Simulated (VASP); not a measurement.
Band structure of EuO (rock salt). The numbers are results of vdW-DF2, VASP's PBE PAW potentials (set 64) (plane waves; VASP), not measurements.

The 4f electrons are frozen in the core of the lanthanide potential, so 4f levels, which can set the real gap, and their magnetism are missing.

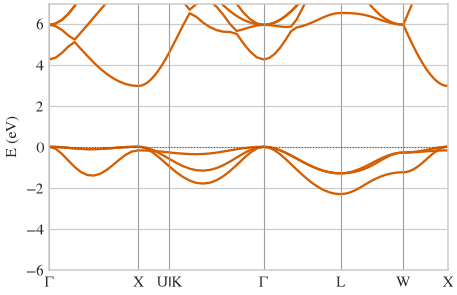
Fig. 1. Bands along high-symmetry lines, zero at the valence-band maximum or, without a gap, the Fermi level

### Question
Read the plot: is there a gap, and where are the band edges?

### Answer
The gap is direct, 2.96 eV, from the valence maximum at X to the conduction minimum at X. (Edges off the drawn lines would not show.)

The compound is EuO in the rock salt structure. It was relaxed first.
